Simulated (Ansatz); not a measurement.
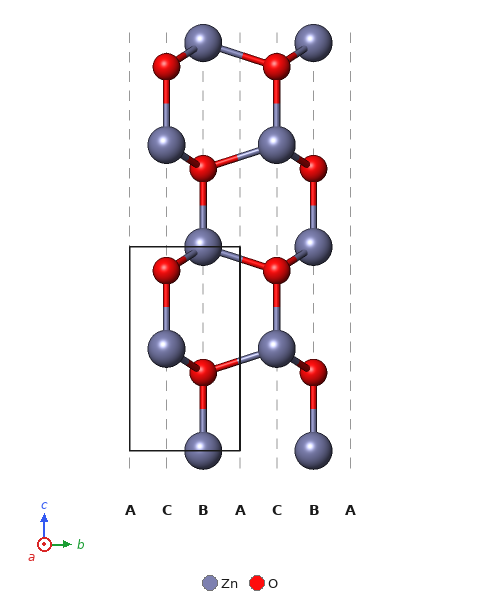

Projection along an edge of the hexagonal mesh, stacking direction c upwards. The dashed lines mark the three columns A (0, 0), B (1/3, 2/3) and C (2/3, 1/3). The sequence starts with the first layer at or above the cell's origin.

ZnO (space group P6_3mc, No. 186): the input geometry of an electronic-structure calculation (not necessarily at equilibrium).

Q: Give the sequence of layers in one repeat, with element and column.

A: Zn(B) – O(B) – Zn(C) – O(C) (four layers in 5.20 Å).

Q: How are the O layers alone stacked?

A: O layers alone: BC, the hexagonal close-packed type.

Q: Which positions between or in the O layers do the other atoms fill?

A: Zn: two tetrahedral sites, counted in one hexagonal cell.

Q: What short polytype symbol fits?

A: Polytype symbol 2H, the symbol of a tetrahedral polytype (number of double layers in the repeat and lattice).

Heights of the layers:

```csv
layer,atoms (column),height (Å),to next (Å)
1,Zn(B),0.00,1.99
2,O(B),1.99,0.61
3,Zn(C),2.60,1.99
4,O(C),4.59,0.61
```
